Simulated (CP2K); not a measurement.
# triplet CH5BOSi: levels of theory compared

We compute a comparison of 3 runs (UB3LYP/6-31G*, PM6, GFN1-xTB) of triplet CH5BOSi. 

The calculation is run with CP2K 2026.2.

2 further runs of the same task are left out: 1 that didn't finish, 1 set aside as unsound or not needed.

**1. The system as given**

The species is CH5BOSi (9 atoms), meant as a triplet with charge 0. As SMILES of the parent species, `B[SiH2]C=O`. The coordinates come from a PBE0-D4/def2-TZVP relaxation. That shape belongs to the parent species and isn't relaxed for this state.

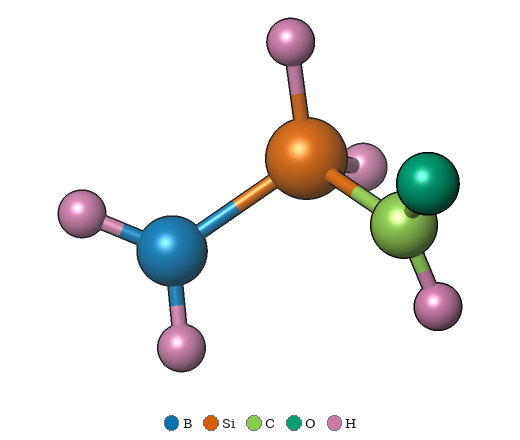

The structure, seen from a chosen angle (boron blue, silicon orange, carbon green, oxygen teal, hydrogen pink).

**2. The energy at UB3LYP/6-31G(d) (spherical functions) (run 1)**

molecule.inp

```
&FORCE_EVAL
 METHOD Quickstep
 &DFT
  BASIS_SET_FILE_NAME ./6_31gs.basis
  POTENTIAL_FILE_NAME POTENTIAL
  MULTIPLICITY 3
  LSD T
  &QS
   METHOD GAPW
   EPS_DEFAULT 1.0E-10
  &END QS
  &MGRID
   CUTOFF 280
   REL_CUTOFF 50
   NGRIDS 4
  &END MGRID
  &POISSON
   PERIODIC NONE
   POISSON_SOLVER MULTIPOLE
  &END POISSON
  &SCF
   SCF_GUESS ATOMIC
   EPS_SCF 1.0E-06
   MAX_SCF 60
   ADDED_MOS 3
   &DIAGONALIZATION
    ALGORITHM STANDARD
   &END DIAGONALIZATION
   &MIXING
    METHOD DIRECT_P_MIXING
    ALPHA 0.4
   &END MIXING
  &END SCF
  &XC
   &XC_FUNCTIONAL
    &HYB_GGA_XC_B3LYP
    &END HYB_GGA_XC_B3LYP
   &END XC_FUNCTIONAL
   &HF
    FRACTION 0.2
    &SCREENING
     EPS_SCHWARZ 1.0E-10
    &END SCREENING
    &MEMORY
     MAX_MEMORY 1050
    &END MEMORY
   &END HF
  &END XC
  &PRINT
   &MOMENTS
    PERIODIC F
    REFERENCE COM
    MAX_MOMENT 1
   &END MOMENTS
   &MO ON
    ENERGIES T
    OCCUPATION_NUMBERS T
    NDIGITS 6
    &EACH
     QS_SCF 0
    &END EACH
    ADD_LAST NUMERIC
   &END MO
   &LOWDIN ON
   &END LOWDIN
   &HIRSHFELD OFF
   &END HIRSHFELD
  &END PRINT
 &END DFT
 &SUBSYS
  &CELL
   ABC 11 10.3 11.2
   PERIODIC NONE
  &END CELL
  &COORD
   B     -0.950100     0.850000    -1.073100
   Si     0.610800    -0.206000    -0.386500
   C      0.330600    -0.553700     1.494500
   O      1.022800    -0.098400     2.365800
   H     -2.057600     0.518200    -0.767000
   H     -0.828800     1.799400    -1.786900
   H      1.958100     0.387600    -0.570700
   H      0.542000    -1.540900    -1.055900
   H     -0.539200    -1.202400     1.762900
  &END COORD
  &TOPOLOGY
   &CENTER_COORDINATES
   &END CENTER_COORDINATES
  &END TOPOLOGY
  &KIND B
   BASIS_SET 6-31Gs
   POTENTIAL ALL
   LEBEDEV_GRID 194
   RADIAL_GRID 100
  &END KIND
  &KIND Si
   BASIS_SET 6-31Gs
   POTENTIAL ALL
   LEBEDEV_GRID 194
   RADIAL_GRID 100
  &END KIND
  &KIND C
   BASIS_SET 6-31Gs
   POTENTIAL ALL
   LEBEDEV_GRID 194
   RADIAL_GRID 100
  &END KIND
  &KIND O
   BASIS_SET 6-31Gs
   POTENTIAL ALL
   LEBEDEV_GRID 194
   RADIAL_GRID 100
  &END KIND
  &KIND H
   BASIS_SET 6-31Gs
   POTENTIAL ALL
   LEBEDEV_GRID 194
   RADIAL_GRID 100
  &END KIND
 &END SUBSYS
&END FORCE_EVAL

&GLOBAL
 PROJECT molecule
 RUN_TYPE ENERGY
 PRINT_LEVEL MEDIUM
&END GLOBAL
```

Run with:

```console
$ OMP_NUM_THREADS=1 cp2k.psmp molecule.inp > molecule.out
```

Log:

```text
CP2K| version string:                                       CP2K version 2026.2
[...]
 GLOBAL| Method name                                                        CP2K
[...]
 GLOBAL| Run type                                                         ENERGY
[...]
 DFT| Spin unrestricted (spin-polarized) Kohn-Sham calculation               UKS
 DFT| Multiplicity                                                             3
[...]
 DFT| Charge                                                                   0
[...]
 FUNCTIONAL| HYB_GGA_XC_B3LYP:
[...]
 QS| Method:                                                                GAPW
[...]
 QS| Density cutoff [a.u.]:                                                140.0
[...]
 QS| Relative density cutoff [a.u.]:                                        25.0
[...]
                             - Atoms:                                          9
[...]
                             - Spherical basis functions:                     70
[...]
 Number of electrons:                                                         20
[...]
     1 P_Mix/Diag. 0.40E+00    9.7     0.37615805      -431.0120930058 -4.31E+02
[...]
    23 DIIS/Diag.  0.31E-06    5.1     0.00000035      -430.5172424130 -5.30E-11
  *** SCF run converged in    23 steps ***
[...]
  Overlap energy of the core charge distribution:               0.00001293392406
  Self energy of the core charge distribution:               -250.98798169480122
  Core Hamiltonian energy:                                   -179.61623435256922
  Hartree energy:                                              77.55146833880519
  Exchange-correlation energy:                                -11.46968197870344
  Hartree-Fock Exchange energy:                                -7.86944252984459
[...]
  Ideal and single determinant S**2 :                    2.000000       2.012494
[...]
                     Mulliken Population Analysis
 #  Atom  Element  Kind  Atomic population (alpha,beta) Net charge  Spin moment
       1     B        1         2.686552     2.416104    -0.102656     0.270448
       2     Si       2         6.921351     6.759163     0.319486     0.162188
       3     C        3         3.340879     2.785288    -0.126167     0.555591
       4     O        4         4.511944     3.680702    -0.192646     0.831242
       5     H        5         0.494826     0.510236    -0.005062    -0.015410
       6     H        5         0.496302     0.498356     0.005342    -0.002054
       7     H        5         0.520546     0.524887    -0.045433    -0.004342
       8     H        5         0.568440     0.498737    -0.067176     0.069703
       9     H        5         0.459161     0.326527     0.214312     0.132633
 # Total charge and spin       20.000000    18.000000     0.000000     2.000000
[...]
  Dipole moment [Debye]
    X= -0.4666859E+00 Y= -0.9927061E+00 Z=  0.3669492E-01  Total=      1.0975462
 ENERGY| Total FORCE_EVAL ( QS ) energy [hartree]           -430.517242413005420
[...]
```

Run time: 2.1 min. Hardware: 1 thread of Intel Xeon at 2.70GHz, shared host; peak memory 0.96 GiB.

**3. The energy at PM6 (run 2)**

molecule.xyz

```xyz
9

B     -0.950100     0.850000    -1.073100
Si     0.610800    -0.206000    -0.386500
C      0.330600    -0.553700     1.494500
O      1.022800    -0.098400     2.365800
H     -2.057600     0.518200    -0.767000
H     -0.828800     1.799400    -1.786900
H      1.958100     0.387600    -0.570700
H      0.542000    -1.540900    -1.055900
H     -0.539200    -1.202400     1.762900
```

mol.inp

```
&GLOBAL
  PROJECT_NAME mol
  RUN_TYPE ENERGY
  PRINT_LEVEL MEDIUM
&END GLOBAL
&FORCE_EVAL
  METHOD Quickstep
  &DFT
    MULTIPLICITY 3
    UNRESTRICTED_KOHN_SHAM T
    ! Quickstep
    &QS
      METHOD PM6
      EPS_DEFAULT 1.0E-10
      &SE
        &COULOMB
          CUTOFF [angstrom] 50
          RC_RANGE [angstrom] 0
        &END COULOMB
        &EXCHANGE
          CUTOFF [angstrom] 50
          RC_RANGE [angstrom] 0
        &END EXCHANGE
      &END SE
    &END QS
    ! no periodic images
    &POISSON
      PERIODIC NONE
      POISSON_SOLVER ANALYTIC
    &END POISSON
    &SCF
      SCF_GUESS ATOMIC
      EPS_SCF 1.0E-06
      MAX_SCF 80
      &DIAGONALIZATION
        ALGORITHM STANDARD
      &END DIAGONALIZATION
      &MIXING
        METHOD DIRECT_P_MIXING
        ALPHA 0.4
      &END MIXING
    &END SCF
    &PRINT
      &MOMENTS
        PERIODIC F
        REFERENCE COM
        MAX_MOMENT 1
      &END MOMENTS
      &MO ON
        ENERGIES T
        OCCUPATION_NUMBERS T
        NDIGITS 6
        &EACH
          QS_SCF 0
        &END EACH
        ADD_LAST NUMERIC
      &END MO
      &HIRSHFELD OFF
      &END HIRSHFELD
    &END PRINT
  &END DFT
  ! atoms, cell and kinds
  &SUBSYS
    ! box in angstrom
    &CELL
      ABC 20 19.3 20.2
      PERIODIC NONE
    &END CELL
    &TOPOLOGY
      COORD_FILE_NAME molecule.xyz
      COORD_FILE_FORMAT XYZ
      &CENTER_COORDINATES
      &END CENTER_COORDINATES
    &END TOPOLOGY
  &END SUBSYS
&END FORCE_EVAL
```

Run with:

```console
$ OMP_NUM_THREADS=1 cp2k.psmp mol.inp > mol.out
```

Log:

```text
CP2K| version string:                                       CP2K version 2026.2
[...]
 GLOBAL| Method name                                                        CP2K
[...]
 GLOBAL| Run type                                                         ENERGY
[...]
                             - Atoms:                                          9
[...]
                             - Spherical basis functions:                     26
[...]
 Number of electrons:                                                         12
[...]
     1 P_Mix/Diag. 0.40E+00    0.0     0.37680650       -17.1733097125 -1.72E+01
[...]
    23 DIIS/Diag.  0.23E-06    0.0     0.00000039       -22.2557611090 -5.64E-12
  *** SCF run converged in    23 steps ***
  Core-core repulsion energy [eV]:                           1047.70047801870464
  Core Hamiltonian energy [eV]:                              -950.89234410412075
  Two-electron integral energy [eV]:                        -1404.83638494494676
  Electronic energy [eV]:                                   -1653.31053657659436
  Total energy [eV]:                                         -605.61005855788960
  Atomic reference energy [eV]:                               608.40327843163254
  Heat of formation [kcal/mol]:                                64.41318560690524
[...]
 SE_DIPOLE| Moment [Debye]          1.12844087       0.25187263       1.61494593
 SE_DIPOLE| Derivative [a.u.]       0.00000000       0.00000000       0.00000000
 ENERGY| Total FORCE_EVAL ( QS ) energy [hartree]            -22.255761109039451
[...]
```

Wall time 1.2 s (1 thread of Intel Xeon at 2.70GHz, shared host); peak memory 0.19 GiB.

**4. A single-point energy at GFN1-xTB (run 3)**

gas.inp

```
&global
  project gas
  run_type ENERGY
  print_level MEDIUM
&end global

&force_eval
  method QS
  &dft
    charge 0
    multiplicity 3
    unrestricted_kohn_sham T
    &qs
      method XTB
      eps_default 1.0E-10
      &xtb
        gfn_type 1
        check_atomic_charges F
      &end xtb
    &end qs
    &poisson
      periodic NONE
      poisson_solver ANALYTIC
    &end poisson
    &scf
      scf_guess ATOMIC
      eps_scf 1.0E-07
      max_scf 40
      &ot ON
        minimizer CG
        preconditioner FULL_SINGLE_INVERSE
      &end ot
      &outer_scf
        eps_scf 1.0E-07
        max_scf 10
      &end outer_scf
    &end scf
    &print
      &moments
        periodic F
        reference COM
        max_moment 1
      &end moments
      &mo_cubes
        nlumo 3
        nhomo -1
        write_cube F
      &end mo_cubes
      &hirshfeld OFF
      &end hirshfeld
    &end print
  &end dft
  &subsys
    &cell
      abc [angstrom] 14 13.3 14.2
      periodic NONE
    &end cell
    &coord
      B     -0.950100     0.850000    -1.073100
      Si     0.610800    -0.206000    -0.386500
      C      0.330600    -0.553700     1.494500
      O      1.022800    -0.098400     2.365800
      H     -2.057600     0.518200    -0.767000
      H     -0.828800     1.799400    -1.786900
      H      1.958100     0.387600    -0.570700
      H      0.542000    -1.540900    -1.055900
      H     -0.539200    -1.202400     1.762900
    &end coord
    &topology
      &center_coordinates
      &end center_coordinates
    &end topology
  &end subsys
&end force_eval
```

Run with:

```console
$ OMP_NUM_THREADS=1 cp2k.psmp -i gas.inp > gas.out 2>&1
```

Log:

```text
CP2K| version string:                                       CP2K version 2026.2
[...]
 GLOBAL| Method name                                                        CP2K
[...]
 GLOBAL| Run type                                                         ENERGY
[...]
                             - Atoms:                                          9
[...]
                             - Spherical basis functions:                     31
[...]
 Number of electrons:                                                         12
[...]
     1 OT CG       0.80E-01    0.0     0.07229572       -12.3962114976 -1.24E+01
[...]
    29 OT CG       0.17E+00    0.0     0.00000007       -12.5792771665 -1.02E-12
  *** SCF run converged in    29 steps ***
[...]
 TB_DIPOLE| Moment [Debye]         -1.30875544      -0.89606300      -1.71970154
 TB_DIPOLE| Derivative [a.u.]       0.00000000       0.00000000       0.00000000
[...]
 ENERGY| Total FORCE_EVAL ( QS ) energy [hartree]            -12.579277166517466
[...]
```

It took 1.9 s on 1 thread of Intel Xeon at 2.70GHz, shared host; peak memory 0.2 GiB.

**5. The series**

| run | level | scheme | iteration cap | energy (Eh) | dipole moment (D) | HOMO energy (eV) | wall time |
| --- | --- | --- | --- | --- | --- | --- | --- |
| 1 | UB3LYP/6-31G* (spherical functions) | GAPW | 60 | -430.517242 | 1.10 | -4.19 | 2.1 min |
| 2 | PM6 | – | 80 | -22.255761 | 1.99 | -8.03 | 1.2 s |
| 3 | GFN1-xTB | – | 40 | -12.579277 | 2.34 | -9.02 | 1.9 s |

**6. Outcome**

| quantity | value |
| --- | --- |
| run 3: total energy | -12.57928 Eh |
| run 3: dipole moment (from atomic charges alone) | 2.34 D |
| run 3: HOMO energy (highest over α and β) | -9.02 eV |
| run 3: dispersion energy | -6.68 kJ/mol |

**Reading.** The dipole moment (its size) runs from 1.10 D (UB3LYP/6-31G*) to 2.34 D (GFN1-xTB). The two ends differ in method and basis and Hamiltonian. Some of these are taken from atomic charges alone. Force-field and semi-empirical energies have zeros of their own, so their totals don't compare. All runs together took 2.2 min, the longest 2.1 min.
